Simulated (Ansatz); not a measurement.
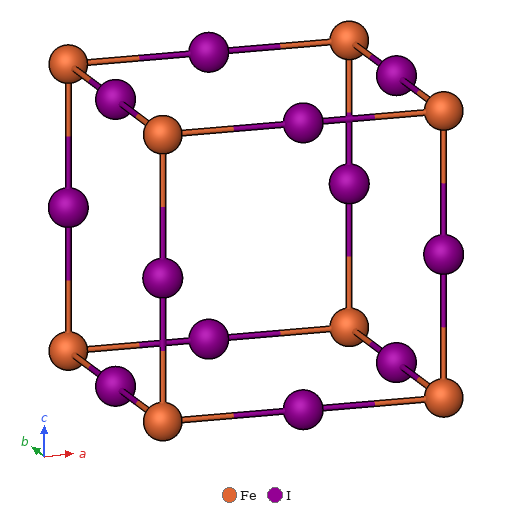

System: FeI₃, space group Pm-3m (No. 221) (cell built by us, not taken from a database). The picture shows the cell.

Starting cell:
```yaml
crystal:
  lattice:
    - [5.51638, 0.00000, 0.00000]
    - [0.00000, 5.51638, 0.00000]
    - [0.00000, 0.00000, 5.51638]
  atoms:
    - { symbol: Fe, position: [0.00000, 0.00000, 0.00000] }
    - { symbol: I, position: [0.50000, 0.00000, 0.00000] }
    - { symbol: I, position: [0.00000, 0.00000, 0.50000] }
    - { symbol: I, position: [0.00000, 0.50000, 0.00000] }
```

How it was computed, with Ansatz 0.2.0: plane-wave density functional theory, PAW datasets, Gaussian smearing 0.05 eV: magnetic starts at the geometry given; energies counted from the first row's state on a like mesh; signs (u up, d down) over the magnetic atoms in order; propagation vectors in reciprocal vectors of the given cell. Level: PBE, collinear spin.

- PAW set: soft_2
- wave cutoff: 420 eV
- k mesh of first row: 6×6×6

Key: 1 = ferromagnetic (signs u); 2 = no spin polarisation; 3 = antiferromagnetic, doubled cell, propagation vector 0, 0, 1/2 (signs ud); 4 = antiferromagnetic, doubled cell, propagation vector 0, 1/2, 1/2 (signs ud); 5 = antiferromagnetic, doubled cell, propagation vector 1/2, 1/2, 1/2 (signs ud); 6 = small parallel starting moments (signs u).

Describe the result: the energy relative to the first start of each magnetic start.

Among these starts the lowest is no. 5, at −45 meV/atom; the next, no. 4, is 8 meV/atom higher.

```json
{"magnetic start": "no. 1", "energy relative to the first start (meV/atom)": "0", "largest moment (μB)": "3.222", "pressure (GPa)": "0.00"}
{"magnetic start": "no. 2", "energy relative to the first start (meV/atom)": "334", "largest moment (μB)": "0.000", "pressure (GPa)": "-2.50"}
{"magnetic start": "no. 3", "energy relative to the first start (meV/atom)": "-22", "largest moment (μB)": "3.316", "pressure (GPa)": "0.18"}
{"magnetic start": "no. 4", "energy relative to the first start (meV/atom)": "-37", "largest moment (μB)": "3.399", "pressure (GPa)": "0.32"}
{"magnetic start": "no. 5", "energy relative to the first start (meV/atom)": "-45", "largest moment (μB)": "3.372", "pressure (GPa)": "0.13"}
{"magnetic start": "no. 6", "energy relative to the first start (meV/atom)": "0", "largest moment (μB)": "3.222", "pressure (GPa)": "0.00"}
```

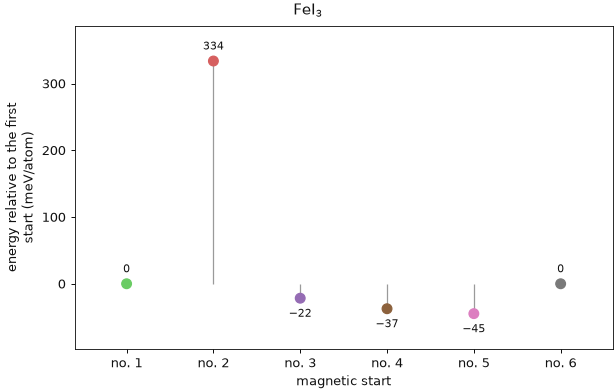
